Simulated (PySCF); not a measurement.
# [TaH4]+: relaxation and vibrations of the singlet

Where does singlet [TaH4]+ go from a see-saw start, is the end point a minimum, and what are its modes, charges and moments?

Program: PySCF 2.14.0. Level of theory: PBE0, basis Ta def2-TZVP with ECP60, H def2-TZVP, scalar-relativistic core potentials, no spin–orbit coupling, density fitting. These are calculated values, not measurements.

## Step 1: Where the work starts

5 atoms, charge 1, spin multiplicity 1.

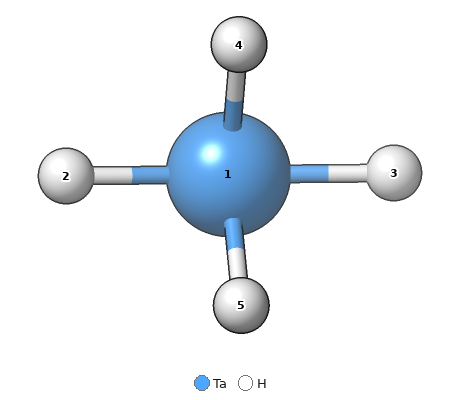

Start geometry, drawn with tantalum blue, hydrogen white; atoms are numbered from 1 in the order of the file.

```xyz
5
charge 1 multiplicity 1
Ta    0.0000    0.0000    0.0000
H     0.0000    1.7378    0.1520
H     0.0000   -1.7378    0.1520
H     1.3746    0.0000    1.0740
H    -1.3746    0.0000    1.0740
```

## Step 2: Finding the electronic state

The steps below are one call of a driver around PySCF. For each, scf.py gives the equivalent set-up of the SCF; relaxations use the driver's own optimiser. After this first run the driver tries any further starts and a stability analysis.

File scf.py:

```python
from pyscf import gto, scf, dft
mol = gto.M(atom='''
Ta     0.000000     0.000000     0.000000
H      0.000000     1.737800     0.152000
H     -0.000000    -1.737800     0.152000
H      1.374600     0.000000     1.074000
H     -1.374600     0.000000     1.074000''',
    basis={'Ta': 'def2-TZVP', 'H': 'def2-TZVP'},
    ecp={'Ta': 'def2-TZVP'},
    charge=1, spin=0)
mf = dft.RKS(mol, xc='PBE0')
mf.grids.atom_grid = (50, 194)
aux = {'Ta': 'def2-universal-JKFIT', 'H': 'def2-universal-JKFIT'}
mf = mf.density_fit(auxbasis=aux)
mf.conv_tol = 1e-08
mf.diis_space = 10
mf.max_cycle = 60
mf.init_guess = 'minao'
mf.verbose = 4
mf.kernel()
```

The run is started by

```
> OMP_NUM_THREADS=2 python axn.py task.json out
```

What it wrote:

```text
init E= -40.2233462733779
  HOMO = -0.453304979484512  LUMO = -0.396526929165532  gap/eV = 1.54501
cycle= 1 E= -58.8754452500028  delta_E= -18.7  |g|= 0.306  |ddm|= 5.03
  HOMO = -0.481742447580569  LUMO = -0.389178330541563  gap/eV = 2.51880
cycle= 2 E= -58.882607402863  delta_E= -0.00716  |g|= 0.165  |ddm|= 0.348
  HOMO = -0.491708144713806  LUMO = -0.390519995434107  gap/eV = 2.75347
cycle= 3 E= -58.8878303045338  delta_E= -0.00522  |g|= 0.0617  |ddm|= 0.183
  HOMO = -0.496514869463573  LUMO = -0.396899126336222  gap/eV = 2.71068
cycle= 4 E= -58.8886854008643  delta_E= -0.000855  |g|= 0.0192  |ddm|= 0.0647
  HOMO = -0.494882636199031  LUMO = -0.392890005747273  gap/eV = 2.77536
cycle= 5 E= -58.8888044524377  delta_E= -0.000119  |g|= 0.0029  |ddm|= 0.0266
  HOMO = -0.494387132255369  LUMO = -0.393310518084192  gap/eV = 2.75043
cycle= 6 E= -58.8888077008554  delta_E= -3.25e-06  |g|= 0.000666  |ddm|= 0.00345
  HOMO = -0.494402559706185  LUMO = -0.39342096826812  gap/eV = 2.74785
cycle= 7 E= -58.8888082277353  delta_E= -5.27e-07  |g|= 0.000301  |ddm|= 0.0019
  HOMO = -0.494385107930941  LUMO = -0.393500297933367  gap/eV = 2.74522
cycle= 8 E= -58.8888082985338  delta_E= -7.08e-08  |g|= 8.51e-05  |ddm|= 0.000846
  HOMO = -0.494379585089114  LUMO = -0.393527802110983  gap/eV = 2.74432
cycle= 9 E= -58.8888083034379  delta_E= -4.9e-09  |g|= 8.25e-06  |ddm|= 0.000286
  HOMO = -0.49438013038801  LUMO = -0.393531635389123  gap/eV = 2.74423
Extra cycle  E= -58.8888083034483  delta_E= -1.04e-11  |g|= 8.7e-06  |ddm|= 2.63e-05
converged SCF energy = -58.8888083034483
```

This step, with its further starts and checks, ran for 4 s (2 threads of Arm Neoverse V1, shared host).

The starts that the driver tried:

```
                      start  energy (Eh)
    the minimal-basis guess   -58.888808
a thermally smeared density   -58.888808
      a smeared PBE density   -58.888808
```

The test of internal stability and the other starts found no lower closed-shell solution.

## Step 3: Relaxing the singlet from the see-saw start

The program finds C2v symmetry in the start, which this walk keeps. The walk stops when the largest gradient is under 0.0003 Eh/bohr and the energy has settled too.

scf.py: that of step 2 with these lines changed.

```diff
@@ -3,5 +3,5 @@
-Ta     0.000000     0.000000     0.000000
-H      0.000000     1.737800     0.152000
-H     -0.000000    -1.737800     0.152000
-H      1.374600     0.000000     1.074000
-H     -1.374600     0.000000     1.074000''',
+Ta     0.000000     0.000000    -0.013359
+H      0.000000     1.737800     0.138641
+H      0.000000    -1.737800     0.138641
+H      1.374600     0.000000     1.060641
+H     -1.374600     0.000000     1.060641''',
@@ -18 +17,0 @@
-mf.init_guess = 'minao'
```

The optimiser's trace:

```
step  energy (Eh)  change (kJ/mol)  largest symmetric gradient (Eh/bohr)
   0   -58.888808             0.00                               0.06013
   1   -58.917691           -75.83                               0.04553
   2   -58.936478          -125.16                               0.03770
   3   -58.942376          -140.64                               0.03109
   4   -58.951911          -165.67                               0.02312
   5   -58.956665          -178.16                               0.02500
   6   -58.959200          -184.81                               0.00741
   7   -58.959446          -185.46                               0.00173
   8   -58.959457          -185.49                               0.00030
   9   -58.959458          -185.49                               0.00006
```

The walk took 9.2 s.

Positions (Å) and forces (eV/Å) along the way:

```
step 0
Ta   0.000   0.000  -0.013   0.000   0.000  -3.092
H    0.000   1.738   0.139   0.000   1.088   1.773
H    0.000  -1.738   0.139   0.000  -1.088   1.773
H    1.375   0.000   1.061  -0.365   0.000  -0.227
H   -1.375   0.000   1.061   0.365   0.000  -0.227
step 1
Ta   0.000   0.000  -0.112   0.000   0.000  -2.341
H    0.000   1.755   0.262   0.000  -0.528   1.446
H    0.000  -1.755   0.262   0.000   0.528   1.446
H    1.347   0.000   0.986  -0.251   0.000  -0.275
H   -1.347   0.000   0.986   0.251   0.000  -0.275
step 5
Ta   0.000   0.000  -0.232   0.000   0.000  -1.285
H    0.000   1.507   0.577   0.000  -0.165   0.380
H    0.000  -1.507   0.577   0.000   0.165   0.380
H    1.380   0.000   0.731   0.350   0.000   0.263
H   -1.380   0.000   0.731  -0.350   0.000   0.263
step 9
Ta   0.000   0.000  -0.285   0.000   0.000  -0.002
H    0.000   1.416   0.669   0.000  -0.001  -0.002
H    0.000  -1.416   0.669   0.000   0.001  -0.002
H    1.417   0.000   0.667   0.000   0.000   0.003
H   -1.417   0.000   0.667   0.000   0.000   0.003
```

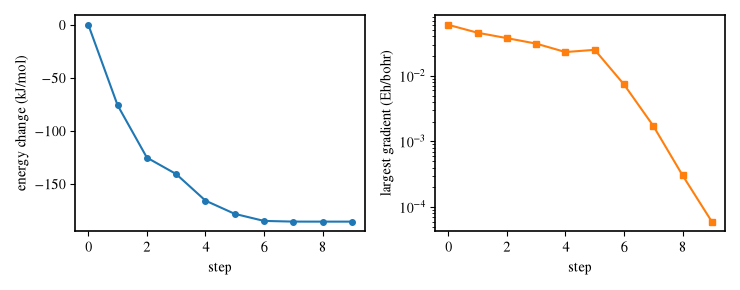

How energy and gradient fall.

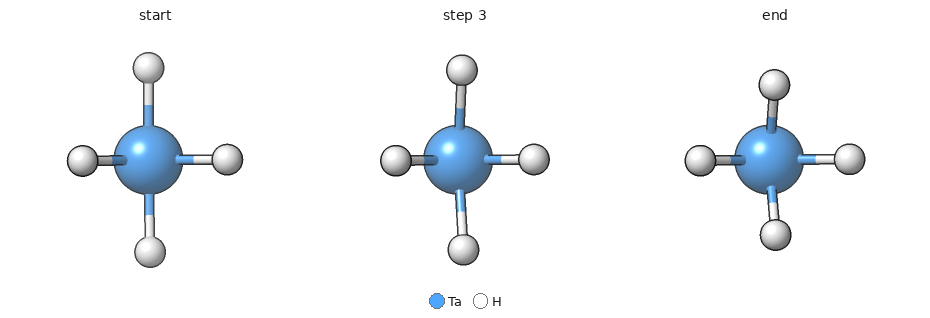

The geometry along the walk, at one scale.

End point (C4v, 9 steps, 185.5 kJ/mol gained): Ta–H 1.707 Å (×4); H–Ta–H 71.8° (×4), H–Ta–H 112.1° (×2).

## Step 4: Is it a minimum? Harmonic modes

On the finer grid the gradient is checked again; gradients at displacements of ±0.02 bohr then give force constants and infrared intensities.

scf.py: that of step 3 with these lines changed.

```diff
@@ -3,5 +3,5 @@
-Ta     0.000000     0.000000    -0.013359
-H      0.000000     1.737800     0.138641
-H      0.000000    -1.737800     0.138641
-H      1.374600     0.000000     1.060641
-H     -1.374600     0.000000     1.060641''',
+Ta     0.000000     0.000000    -0.020768
+H      0.000000     1.416516     0.932195
+H      0.000000    -1.416516     0.932195
+H      1.416516     0.000000     0.932195
+H     -1.416516     0.000000     0.932195''',
@@ -12 +12 @@
-mf.grids.atom_grid = (50, 194)
+mf.grids.atom_grid = (75, 302)
@@ -15 +15 @@
-mf.conv_tol = 1e-08
+mf.conv_tol = 1e-10
```

The driver hands on the density of the step before, so the log starts near convergence.

Log of the central SCF (cycles and frontier levels):

```text
init E= -58.9594394100376
  HOMO = -0.542644959528744  LUMO = -0.345634754465045  gap/eV = 5.36092
cycle= 1 E= -58.9594394100375  delta_E= 5.68e-14  |g|= 4.83e-07  |ddm|= 9.5e-07
  HOMO = -0.542645091772024  LUMO = -0.345634929812262  gap/eV = 5.36092
Extra cycle  E= -58.9594394100375  delta_E= -2.84e-14  |g|= 5.41e-07  |ddm|= 1.01e-06
converged SCF energy = -58.9594394100375
```

The whole step took 12 s.

Geometry: C4v; Ta–H 1.707 Å (×4); H–Ta–H 71.8° (×4), H–Ta–H 112.1° (×2).

Modes, for the most abundant isotopes:

```csv
symmetry,ω (cm⁻¹),IR (km/mol),μ (u)
e,494,15.3,1.01
b1,647,0.0,1.01
b2,805,0.0,1.01
a1,814,0.1,1.02
b1,2009,0.0,1.01
e,2040,60.3,1.02
a1,2052,0.3,1.02
```

Every mode is real; the point is a minimum.

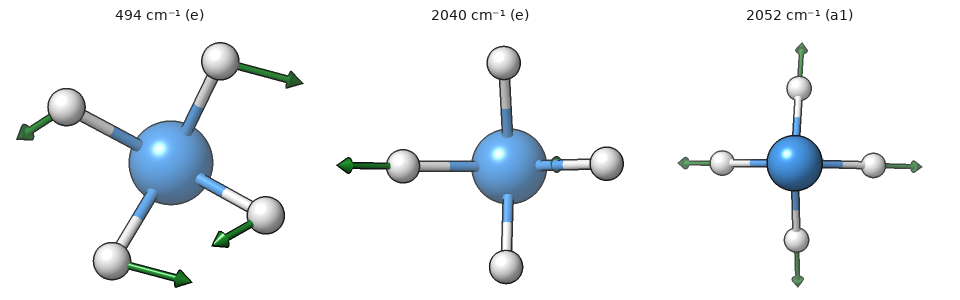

Displacements of 3 of the modes, as arrows (one member where a mode is degenerate).

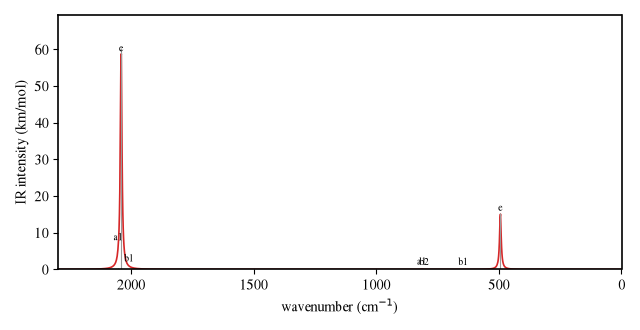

The harmonic infrared spectrum (widths in cm⁻¹). Lines are broadened to a width of 8 cm⁻¹ (Lorentzian).

Constants and moments:

```
Dipole moment about the centre of mass                          : 3.79 D
Highest occupied level                                          : -14.77 eV
Lowest empty level                                              : -9.41 eV
Rotational constants                                            : 2.211, 2.211, 2.084 cm⁻¹
Zero-point energy                                               : 68.1 kJ/mol
Principal polarisabilities                                      : 30.0, 40.2, 40.2 bohr³
Principal traceless quadrupole moments about the centre of mass : -0.99, -0.99, 1.97 D Å
Entropy at 298.15 K and 1 bar                                   : 245.4 J/(mol K)
Heat capacity Cp at 298.15 K                                    : 53.2 J/(mol K)
Enthalpy at 298.15 K above 0 K                                  : 11.88 kJ/mol
Rotational symmetry number                                      : 4
```

Charges (e) and bond orders:

```tsv
atom	Mulliken	Löwdin	polar tensor	Mayer order to Ta1
Ta1	0.60	0.91	1.35	–
H2,3,4,5	0.10	0.02	-0.09	0.98
```

Mulliken populations on Ta1 (outside its core potential): s 2.93, p 6.31, d 3.14, f 0.03.

## Step 5: Would spin polarisation lower it?

At the lowest minimum the closed shell is tested against spin polarisation, on the (50, 194) grid. It is stable.

## Step 6: Outcome

```
                            quantity                                                                  value
                             minimum                                                           singlet, C4v
                            geometry               Ta–H 1.707 Å (×4); H–Ta–H 71.8° (×4), H–Ta–H 112.1° (×2)
                  wavenumbers (cm⁻¹)  494 (e), 647 (b1), 805 (b2), 814 (a1), 2009 (b1), 2040 (e), 2052 (a1)
      dipole moment (centre of mass)                                                                 3.79 D
highest occupied, lowest empty level                                                       -14.77, -9.41 eV
          polar-tensor charge of Ta1                                                                +1.35 e
                   zero-point energy                                                            68.1 kJ/mol
                 entropy at 298.15 K                                                        245.4 J/(mol K)
```

In words: The see-saw start (C2v) ends in a minimum of C4v symmetry. The strongest infrared band lies at 2040 cm⁻¹ (e, stretch). Only this shape and spin were tried, so other structures or states may lie lower. Spin–orbit coupling, left out here, can matter for elements this heavy.

The search up to here ran for 26 s (2 threads of Arm Neoverse V1, shared host).
